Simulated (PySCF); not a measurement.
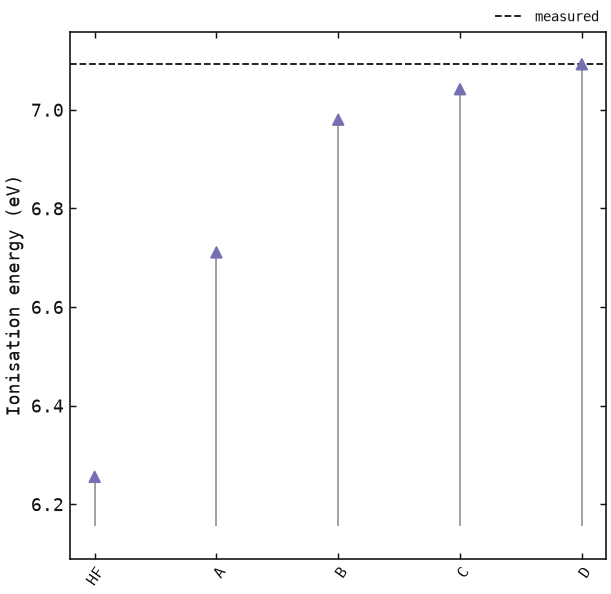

The ionisation energy of neutral molybdenum ([Kr] 4d⁵ 5s → [Kr] 4d⁵) by several methods, in rising order. PySCF, x2c-TZVPPall, spin-free X2C-1e, unrestricted single determinants, no spin-orbit coupling. Methods marked “subvalence” freeze 28 core electrons. The lettered entries are CCSD subvalence, CCSD(T) subvalence, MP2 subvalence and SCS-MP2 subvalence in some order.

Q: Which letter is which method?

A: A is SCS-MP2 subvalence (6.711 eV); B is CCSD subvalence (6.980 eV); C is CCSD(T) subvalence (7.042 eV); D is MP2 subvalence (7.092 eV). The values run from 6.255 eV (HF) to 7.092 eV (MP2 subvalence). The measured value is 7.092 eV; nearest to it come MP2 subvalence (−0.000) and CCSD(T) subvalence (−0.051), furthest HF (−0.837 eV).
